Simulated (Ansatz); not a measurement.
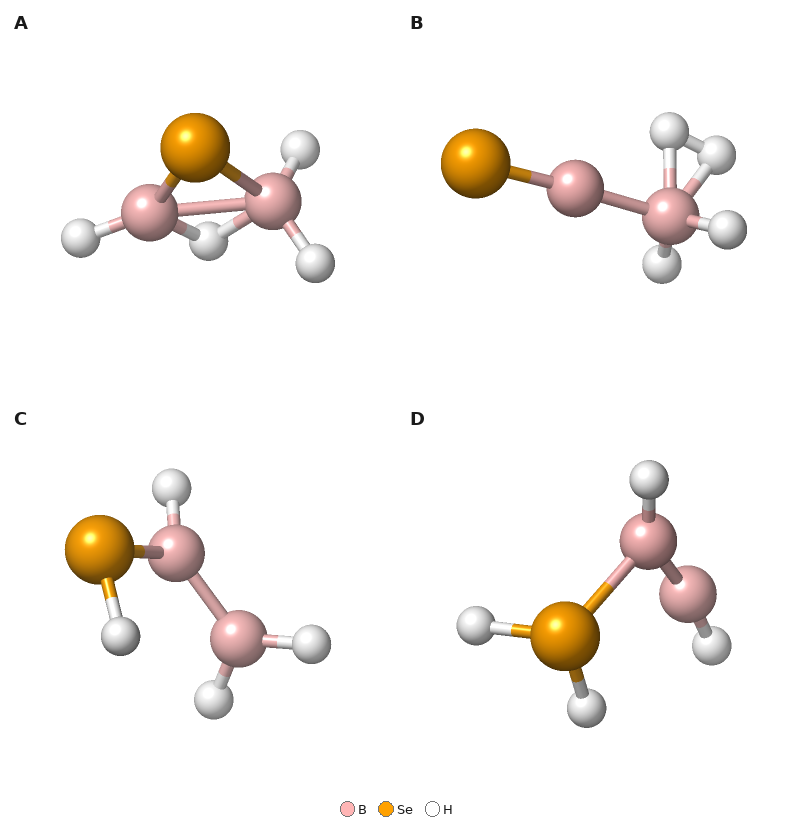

4 stationary structures of one formula. Geometries: PBE0-D4/def2-TZVP. Electronic energies: PBE-D4/def2-TZVPP (Ansatz 0.2.0), without zero-point energy. No frequency run is at hand to confirm each as a minimum. Each is one conformer, not always the lowest.

Question: Which structure is the most stable?

Answer: A is lowest (Cs); C lies 76.9 kJ/mol above it (Cs), B lies 96.4 kJ/mol above it (Cs), D lies 325.4 kJ/mol above it (C1).
